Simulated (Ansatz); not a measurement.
# doublet [BHO2]+: levels of theory compared

Wanted: a comparison of 6 runs (U-r2SCAN/STO-3G, U-wB97X/STO-3G, UB2PLYP/STO-3G, UB3LYP/STO-3G, UCCSDT(Q)/STO-3G, UCCSD/STO-3G) of doublet [BHO2]+. 

The results are computed with Ansatz 0.2.0.

60 further runs of the same task are left out: 2 that didn't finish, 58 set aside as unsound or not needed.

## (1) The system as given

The species is [BHO2]+ (4 atoms), meant as a doublet with charge +1. As SMILES of the parent species, `O=BO`. The shape is that of a PBE0-D4/def2-TZVP optimisation. That shape belongs to the parent species and isn't relaxed for this state.

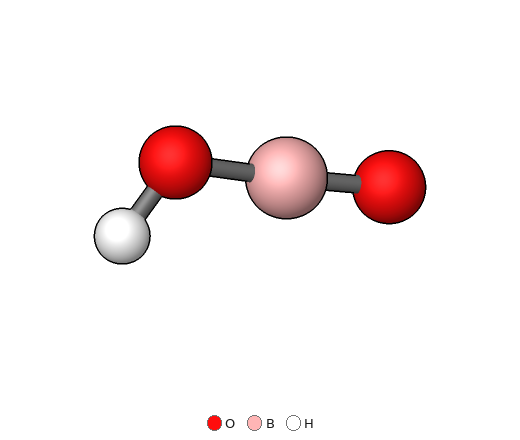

The structure, seen from a chosen angle (oxygen red, boron pink, hydrogen white).

## (2) The energy at U-r2SCAN/STO-3G (run 1)

molecule.yaml

```yaml
crystal:
  periodic: [false, false, false]
  atoms:
    - {symbol: O, position_ang: [-1.555100, 0.523500, 0.428500]}
    - {symbol: B, position_ang: [-0.423900, 0.132000, 0.248600]}
    - {symbol: O, position_ang: [0.816700, -0.302000, 0.108600]}
    - {symbol: H, position_ang: [1.162300, -0.353500, -0.785700]}
basis:
  gaussian:
    orbitals: STO-3G
total_charge: 1
magnetization:
  spin_polarized: true
  initial_magnetization: 1
hamiltonian:
  xc: {name: r2SCAN}
accuracy: high
```

On the command line:

```console
$ ansatz run molecule.yaml --threads 1 --pin off --max-ram 2610MiB --events-out events.jsonl --progress --plain --runs-dir runs
```

Log:

```text
Warning: RAYON_NUM_THREADS=1 ignored (pool sized by the plan → 1); use --threads N
Functional definition: r2SCAN
  name "r2SCAN"
  parameter k0 = 0.174
  parameter k1 = 0.065
  parameter a1 = 4.9479
  exchange = r2scan_x(k0 = k0, k1 = k1, a1 = a1)
  correlation = r2scan_c
273 factors; integrals over basis functions are off by at most 3.1e-8 eV
mean field evaluation 1: about -4709.1045 eV, gradient 2.0e1 eV
mean field evaluation 2: about -4695.8336 eV, gradient 5.5e1 eV
mean field evaluation 4: about -4711.5077 eV, gradient 7.3e0 eV
mean field evaluation 8: about -4711.7848 eV, gradient 1.0e-1 eV
mean field evaluation 16: about -4711.7849 eV, gradient 3.1e-6 eV
mean field evaluation 32: about -4711.2325 eV, gradient 1.4e0 eV
mean field -4711.78488937 eV, -173.1549009218 hartree, gradient 2.1e-8 eV, S^2 0.771392; 3 other end points of the search recorded, 0 dependent functions left out
reference -4711.78488997 eV, -173.1549009440 hartree; 11, 10 occupied and 5, 6 virtual orbitals, 273 factors
Total energy: -4711.78488997 eV, -173.1549009440 hartree
```

It took 4.2 s on 1 thread of Arm Neoverse V1, shared host; peak memory 0.19 GiB.

## (3) The energy at U-wB97X/STO-3G (run 2)

in.yaml

```yaml
crystal:
  periodic: [false, false, false]
  atoms:
    - symbol: O
      position_ang: [-1.555100, 0.523500, 0.428500]
    - symbol: B
      position_ang: [-0.423900, 0.132000, 0.248600]
    - symbol: O
      position_ang: [0.816700, -0.302000, 0.108600]
    - symbol: H
      position_ang: [1.162300, -0.353500, -0.785700]
basis:
  gaussian:
    orbitals: STO-3G
magnetization:
  spin_polarized: true
  initial_magnetization: 1
total_charge: 1
accuracy: high
hamiltonian:
  xc: {name: wB97X}
```

On the command line:

```console
$ ansatz run in.yaml --threads 1 --pin off --max-ram 2610MiB --events-out events.jsonl --progress --plain --runs-dir runs
```

Log (excerpt; [...] marks lines left out):

```text
Warning: RAYON_NUM_THREADS=1 ignored (pool sized by the plan → 1); use --threads N
Functional definition: wB97X
  name "wB97X"
[...]
      + exact_x_lr(omega)
[...]
      + integral(e_c_pw_opposite_spin*poly(b97_u_opposite, 1, cos1, cos2, cos3, cos4))
273 factors; integrals over basis functions are off by at most 3.1e-8 eV
127 factors; integrals over basis functions are off by at most 8.4e-10 eV
[...]
mean field -4712.52436262 eV, -173.1820760627 hartree, gradient 9.7e-8 eV, S^2 0.783448; 2 other end points of the search recorded, 0 dependent functions left out
reference -4712.52436141 eV, -173.1820760182 hartree; 11, 10 occupied and 5, 6 virtual orbitals, 273 factors
Total energy: -4712.52436141 eV, -173.1820760182 hartree
```

It took 8.7 s on 1 thread of Arm Neoverse V1, shared host; peak memory 0.32 GiB.

Run 3 isn't shown in full; the table further down has it.

## (4) The energy at UB3LYP/STO-3G (run 4)

Changes to molecule.yaml since step 2:

```diff
@@ -8,10 +8,6 @@
 basis:
-  gaussian:
-    orbitals: STO-3G
+  gaussian: {orbitals: STO-3G}
+accuracy: high
+magnetization: {spin_polarized: true, initial_magnetization: 1}
+hamiltonian: {xc: {name: B3LYP}}
 total_charge: 1
-magnetization:
-  spin_polarized: true
-  initial_magnetization: 1
-hamiltonian:
-  xc: {name: r2SCAN}
-accuracy: high
```

On the command line:

```console
$ ansatz run molecule.yaml --threads 1 --pin off --max-ram 2610MiB --events-out events.jsonl --progress --plain --runs-dir runs
```

Log:

```text
Warning: RAYON_NUM_THREADS=1 ignored (pool sized by the plan → 1); use --threads N
Functional definition: B3LYP
  name "B3LYP"
  parameter a0 = 0.2
  parameter ax = 0.72
  parameter ac = 0.81
  exchange = (1 - a0 - ax)*slater_x + ax*b88_x + a0*exact_x
  correlation = (1 - ac)*vwn_rpa_c + ac*lyp_c
273 factors; integrals over basis functions are off by at most 3.1e-8 eV
mean field evaluation 1: about -4710.1031 eV, gradient 2.2e1 eV
mean field evaluation 2: about -4700.5150 eV, gradient 5.0e1 eV
mean field evaluation 4: about -4713.0943 eV, gradient 5.3e0 eV
mean field evaluation 8: about -4713.2339 eV, gradient 2.7e-2 eV
mean field evaluation 16: about -4713.2340 eV, gradient 2.4e-5 eV
mean field -4713.23395144 eV, -173.2081529706 hartree, gradient 2.1e-8 eV, S^2 0.772664; 2 other end points of the search recorded, 0 dependent functions left out
reference -4713.23397307 eV, -173.2081537655 hartree; 11, 10 occupied and 5, 6 virtual orbitals, 273 factors
Total energy: -4713.23397307 eV, -173.2081537655 hartree
```

Wall time 1.6 s (1 thread of Arm Neoverse V1, shared host); peak memory 0.11 GiB.

Run 5 isn't shown in full; the table further down has it.

## (5) The energy at UCCSD/STO-3G (run 6)

job.yaml

```yaml
basis:
  gaussian:
    orbitals: STO-3G
crystal:
  periodic: [false, false, false]
  atoms:
    - symbol: O
      position_ang: [-1.555100, 0.523500, 0.428500]
    - symbol: B
      position_ang: [-0.423900, 0.132000, 0.248600]
    - symbol: O
      position_ang: [0.816700, -0.302000, 0.108600]
    - symbol: H
      position_ang: [1.162300, -0.353500, -0.785700]
magnetization:
  spin_polarized: true
  initial_magnetization: 1
accuracy: high
total_charge: 1
scf:
  omitted_lower_state_checks: [cluster_reference, increment]
correlation:
  method: ccsd
  frozen_orbitals: {B: 1, H: 0, O: 1}
```

On the command line:

```console
$ ansatz run job.yaml --threads 1 --pin off --max-ram 2610MiB --events-out events.jsonl --progress --plain --runs-dir runs
```

Log:

```text
Warning: RAYON_NUM_THREADS=1 ignored (pool sized by the plan → 1); use --threads N
[... 13 lines left out ...]
3 core orbitals not correlated: weight in the atoms' cores, before any rotation towards them, 1.000 or more for the frozen orbitals, at most 0.000 for the correlated occupied ones
[... 31 lines left out ...]
Total energy: -4695.76344486 eV, -172.5661236958 hartree
Checks for a lower state left out: cluster_reference, increment
```

It took 0.28 s on 1 thread of Arm Neoverse V1, shared host.

## (6) All runs side by side

```
run             level  frozen core orbitals  energy (Eh)   ⟨S²⟩  wall time
  1   U-r2SCAN/STO-3G                     –  -173.154901  0.771      4.2 s
  2    U-wB97X/STO-3G                     –  -173.182076  0.783      8.7 s
  3    UB2PLYP/STO-3G                     3  -172.997259  0.803      1.9 s
  4     UB3LYP/STO-3G                     –  -173.208154  0.773      1.6 s
  5  UCCSDT(Q)/STO-3G                     3  -172.575360  0.837      1.5 s
  6      UCCSD/STO-3G                     3  -172.566124  0.837     0.28 s
```

## (7) Outcome

| quantity | value |
| --- | --- |
| run 6: total energy | -172.56612 Eh |
| run 6: correlation energy (3 core orbitals frozen) | -154.7 mEh |
| run 6: ⟨S²⟩ of the reference determinant | 0.837 |
| run 6: T1 diagnostic | 0.050 |

In words: Totals of different functionals can't be ranked against each other. In runs 1, 2, 3, 4, 5, 6 the basis is minimal, so the values are rough. All runs together took 18 s, the longest 8.7 s.
